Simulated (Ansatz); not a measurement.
The figure comes from a scan of Ga2Pt (fluorite type, space group Fm-3m): volume and axial ratio are varied about the relaxed values (subscript 0). All values below come from r2SCAN (plane waves to 500 eV, PAW, scalar-relativistic; Ansatz, a quantum-chemistry and plane-wave program). k mesh 14×14×14 (Γ-centred), Fermi-Dirac smearing 0.05 eV. E stands for the smeared free energy. With partly filled bands, the response to shear is sensitive to the k mesh, so small differences along c/a are uncertain. Ga2Pt is run without spin polarisation. Ga2Pt was relaxed with its symmetry unable to fall. Spin-orbit coupling is left out, though Pt is heavy. This is a high-temperature form of Ga2Pt. The zero of ΔE is the relaxed starting cell.

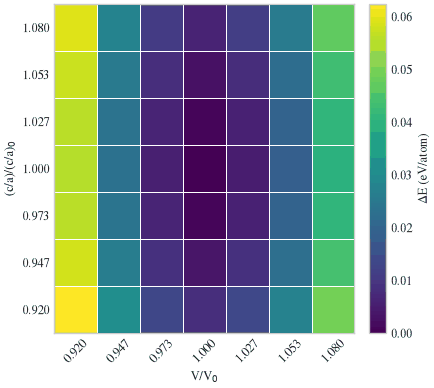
ΔE (eV/atom), one tile a computed point.

Read the plotted values off the figure, to the accuracy that the plot allows.

To the nearest 0.01:

ΔE (eV/atom), with V/V₀ across and (c/a)/(c/a)₀ down:

```tsv
(c/a)/(c/a)₀ \ V/V₀	0.920	0.947	0.973	1.000	1.027	1.053	1.080
0.920	0.06	0.03	0.01	0.01	0.01	0.03	0.05
0.947	0.06	0.03	0.01	0.00	0.01	0.02	0.04
0.973	0.06	0.02	0.01	0.00	0.01	0.02	0.04
1.000	0.06	0.02	0.01	0.00	0.00	0.02	0.04
1.027	0.06	0.02	0.01	0.00	0.01	0.02	0.04
1.053	0.06	0.03	0.01	0.00	0.01	0.02	0.04
1.080	0.06	0.03	0.01	0.01	0.01	0.03	0.05
```

(Under strain, the slope of the energy per volume gives the stress and its curvature an elastic modulus.)
